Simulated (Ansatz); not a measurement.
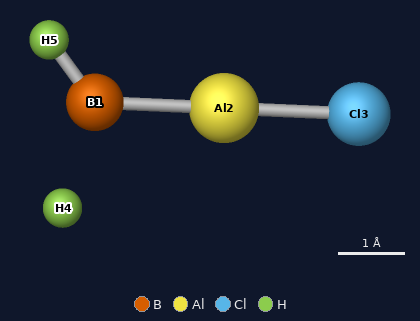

Fig. 1: The structure (ball-and-stick view, seen at a tilt; atoms are numbered from 1 in the order of the input). Sticks mark near contacts.

**AlBH$_{2}$Cl: a changed input and its effect**

System: AlBH$_{2}$Cl, multiplicity 2.
Method of run 1: UHF-MP2, frozen core/def2-TZVP (Ansatz 0.2.0).

Text and figures count atoms from 1; the logs count them from 0 in places.

The input, run 1:
```yaml
crystal:
  periodic: [false, false, false]
  atoms:
    - { symbol: B, position_ang: [-0.625332, 0.650156, -0.436241] }
    - { symbol: Al, position_ang: [0.301935, -0.933761, 0.356793] }
    - { symbol: Cl, position_ang: [1.2695, -2.586797, 1.184574] }
    - { symbol: H, position_ang: [-2.106696, 0.044384, -0.963333] }
    - { symbol: H, position_ang: [-0.249785, 1.775813, -0.531942] }
magnetization:
  spin_polarized: true
  initial_magnetization: 1
basis:
  gaussian: { orbitals: def2-TZVP }
hamiltonian:
  xc: hf
output:
  forces: true
correlation:
  method: mp2
scf:
  omitted_lower_state_checks: [cluster_reference]
```

Launched with:
```bash
ansatz run input.yaml --threads 1 --pin off --max-ram 2560MiB --backend cpu --events-out ev --progress --plain --runs-dir out
```

Hardware: 1 thread of Arm Neoverse V1, 24 GiB of memory available, shared host.

Output (run 1):
```
Engine: ansatz 0.2.0, aarch64-unknown-linux-gnu
Functional definition: HF
  exchange = exact_x
  correlation = 0
these checks for a lower state are left out or cut short: cluster_reference
741 factors; integrals over basis functions are off by at most 8.1e-4 eV
mean field evaluation 1: about -19787.7298 eV, gradient 1.2e1 eV
mean field evaluation 2: about -19787.7366 eV, gradient 1.2e1 eV
mean field evaluation 4: about -19789.0075 eV, gradient 1.7e0 eV
mean field evaluation 8: about -19789.0649 eV, gradient 2.2e-1 eV
mean field evaluation 16: about -19788.7193 eV, gradient 2.0e0 eV
mean field -19789.07013751 eV, -727.2349140401 hartree, gradient 3.5e-6 eV, S^2 0.776019; 4 other end points of the search recorded, 0 dependent functions left out
11 core orbitals not correlated: weight in the atoms' cores, before any rotation towards them, 1.000 or more for the frozen orbitals, at most 0.000 for the correlated occupied ones
reference -19789.07013751 eV, -727.2349140401 hartree; 8, 7 occupied and 98, 99 virtual orbitals, 741 factors
second order -9.35104271 eV of doubles, -0.00000000 eV of singles
the calculation of the forces begins
Total energy: -19798.42118023 eV, -727.5785585215 hartree
Atom 0 at    -0.625332     0.650156    -0.436241 Å, force    -3.170490    -1.664739    -1.041233 eV/Å
Atom 1 at     0.301935    -0.933761     0.356793 Å, force    -0.014065     0.278260    -0.071890 eV/Å
Atom 2 at     1.269500    -2.586797     1.184574 Å, force    -0.101408     0.010737    -0.048466 eV/Å
Atom 3 at    -2.106696     0.044384    -0.963333 Å, force     3.480338     1.492577     1.221981 eV/Å
Atom 4 at    -0.249785     1.775813    -0.531942 Å, force    -0.194375    -0.116834    -0.060392 eV/Å
Dipole moment:     0.293481    -0.326513     0.209724 e Å
Checks for a lower state left out: cluster_reference
```

For run 2 the input was changed thus:
```diff
-    - { symbol: Al, position_ang: [0.301935, -0.933761, 0.356793] }
-    - { symbol: Cl, position_ang: [1.2695, -2.586797, 1.184574] }
-    - { symbol: H, position_ang: [-2.106696, 0.044384, -0.963333] }
+    - { symbol: Al, position_ang: [0.126132, -1.048211, 0.304279] }
+    - { symbol: Cl, position_ang: [0.91022, -2.820682, 1.077251] }
+    - { symbol: H, position_ang: [-1.48338, 0.299275, -0.741548] }
```

What does this change do to the results?

With the same method and basis, run 2 lies 9.9 kcal/mol lower. The largest force goes from 3.979 to 9.540 eV/Å.

Output (run 2):
```
Engine: ansatz 0.2.0, aarch64-unknown-linux-gnu
Functional definition: HF
  exchange = exact_x
  correlation = 0
these checks for a lower state are left out or cut short: cluster_reference
735 factors; integrals over basis functions are off by at most 1.2e-3 eV
mean field evaluation 1: about -19787.7924 eV, gradient 1.5e1 eV
mean field evaluation 2: about -19787.7989 eV, gradient 1.5e1 eV
mean field evaluation 4: about -19789.4523 eV, gradient 1.7e0 eV
mean field evaluation 8: about -19789.5300 eV, gradient 2.6e-1 eV
mean field evaluation 16: about -19789.3569 eV, gradient 2.0e0 eV
mean field -19789.53756525 eV, -727.2520916927 hartree, gradient 2.5e-6 eV, S^2 0.764780; 2 other end points of the search recorded, 0 dependent functions left out
11 core orbitals not correlated: weight in the atoms' cores, before any rotation towards them, 1.000 or more for the frozen orbitals, at most 0.000 for the correlated occupied ones
reference -19789.53756525 eV, -727.2520916927 hartree; 8, 7 occupied and 98, 99 virtual orbitals, 735 factors
second order -9.31139132 eV of doubles, -0.00000000 eV of singles
the calculation of the forces begins
Total energy: -19798.84895658 eV, -727.5942790124 hartree
Atom 0 at    -0.625332     0.650156    -0.436241 Å, force     7.780897     2.914052     2.831677 eV/Å
Atom 1 at     0.126132    -1.048211     0.304279 Å, force     0.575945     0.409477     0.164040 eV/Å
Atom 2 at     0.910220    -2.820682     1.077251 Å, force    -0.095289    -0.093375    -0.021145 eV/Å
Atom 3 at    -1.483380     0.299275    -0.741548 Å, force    -8.504167    -2.965611    -3.146685 eV/Å
Atom 4 at    -0.249785     1.775813    -0.531942 Å, force     0.242613    -0.264542     0.172113 eV/Å
Dipole moment:     0.058286    -0.366528     0.112781 e Å
Checks for a lower state left out: cluster_reference
```

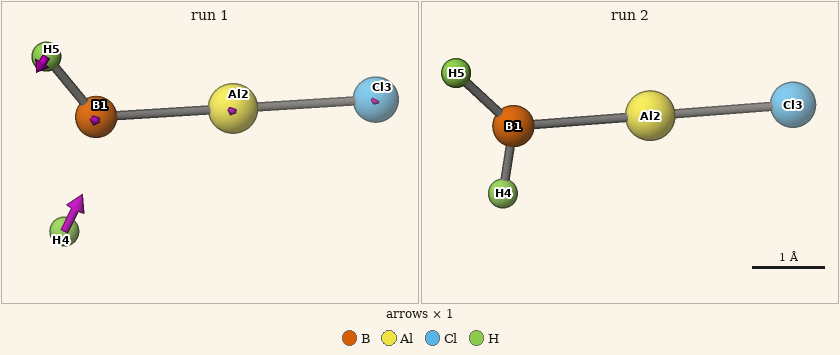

Fig. 2: The two input geometries at one scale (ball-and-stick view, seen at a tilt). The pink arrows on the first give the shifts of the atoms after the best rigid fit, at true length. H4 moves most after the best rigid fit: 0.59 Å. Largest moves by element: H 0.59 Å, B 0.14 Å, Al 0.11 Å, Cl 0.08 Å. Among the contacts that change: B1–H4 1.685 → 0.976 Å.

The two runs side by side:

```csv
quantity,run 1,run 2
outcome,converged,converged
total energy (hartree),−727.578559,−727.594279
⟨S²⟩,0.776,0.765
largest force (eV/Å),3.979,9.540
basis functions,106,106
wall time (shared host),6.8 s,5.8 s
```
